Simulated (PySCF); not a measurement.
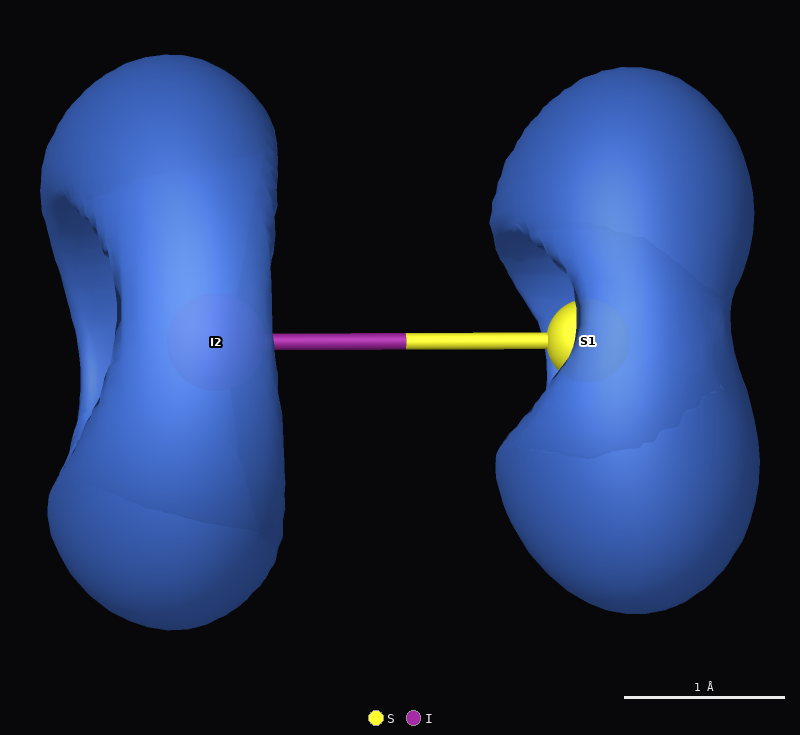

*SI (doublet). Isosurface of the ELF at 0.8 (blue), seen from one side. Only the valence region is drawn (cores and ρ < 0.01 e/Å³ removed).*

Core potentials replace the inner electrons of I.

Level of theory: PySCF, PBE0/cc-pVDZ(-PP), non-relativistic Hamiltonian with scalar-relativistic core potentials where named, at a bond length of 2.338 Å.

```xyz
2

S     0.0000    0.0000   -1.8675
I     0.0000    0.0000    0.4705
```

**Where are the electrons localised?**

The surface consists of one ring or bowl of non-bonding electrons around I and one ring or bowl of non-bonding electrons around S. Along the contacts the grid gives the following. S–I (2.34 Å): the ELF peaks at about 0.75 between the atoms, as expected for localised, covalent bonding.
